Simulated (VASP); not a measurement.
Data:

```
TiC
1.0
    0.00000     2.16628     2.16628
    2.16628     0.00000     2.16628
    2.16628     2.16628     0.00000
Ti C
1 1
Direct
  0.00000   0.00000   0.00000
  0.50000   0.50000   0.50000
```

These are r2SCAN meta-GGA, VASP's PBE PAW potentials (set 64) (plane waves; VASP) values and carry that method's errors. Numerical set-up: 520 eV cut-off, 16×16×16 Γ-centred mesh, tetrahedra with Blöchl corrections, potentials Ti_sv C.

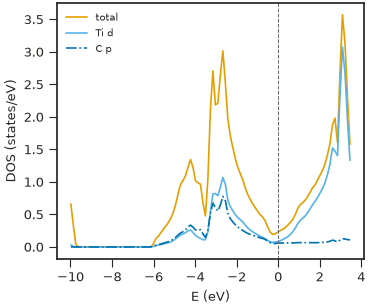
Figure: Total and projected density of states, zero at the Fermi level

Within 2 eV below the Fermi level the largest weight inside VASP's projection spheres is Ti d, then C p.

It has no gap at this level: it comes out as a metal or semimetal.

The compound is TiC in the rock salt structure. It was relaxed first.
